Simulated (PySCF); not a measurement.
```xyz
15

N     2.2858   -0.0959   -0.6262
Si    1.0316   -0.2509    0.5455
C    -0.2553    1.1465    0.4362
C    -1.3301    0.4855   -0.4271
C    -1.3099   -1.0063   -0.0945
O     0.0230   -1.4341    0.0345
H     3.0721    0.4884   -0.3970
H     2.6080   -0.9485   -1.0566
H     1.4460   -0.5472    1.9203
H    -0.6567    1.3826    1.4214
H     0.0875    2.0762   -0.0092
H    -2.3249    0.9039   -0.2679
H    -1.0661    0.6063   -1.4787
H    -1.7837   -1.6077   -0.8754
H    -1.8317   -1.1908    0.8525
```

Geometry: GFN2-xTB.

Computed with PySCF 2.14.0, PBE0/pcSseg-1, SCF density, gas phase, non-relativistic.

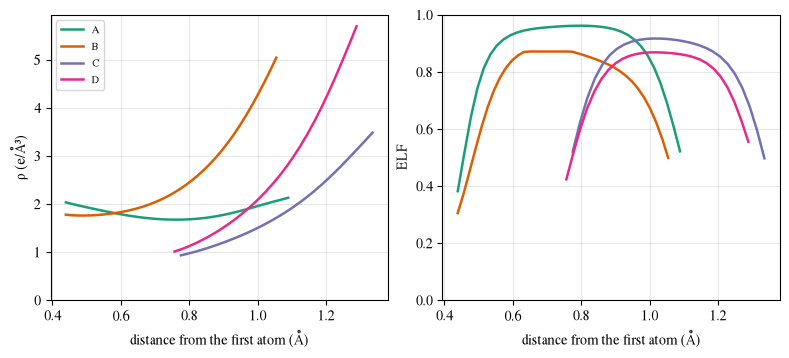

C3H9NOSi. Total electron density and ELF along straight lines between neighbouring atoms. The curves leave out the atomic cores.

### Which curve belongs to which contact (C–C, C–O, Si–N and Si–O)? The first atom named is at distance zero.

Curve A: C–C (1.53 Å): ρ is about 1.7 e/Å³ halfway; the ELF peaks at about 0.95 between the atoms, as expected for a covalent bond. Curve B: C–O (1.41 Å): ρ is about 2 e/Å³ halfway, with its minimum of 1.8 e/Å³ about 0.5 Å from C; the ELF peaks at about 0.85 between the atoms (a shared but strongly polarised pair). Curve C: Si–N (1.72 Å): ρ at the midpoint is about 1.1 e/Å³; the ELF peaks at about 0.90 between the atoms, as expected for a shared but strongly polarised pair. Curve D: Si–O (1.64 Å): ρ at the midpoint is about 1.2 e/Å³; the ELF peaks at about 0.85 between the atoms (a shared but strongly polarised pair).
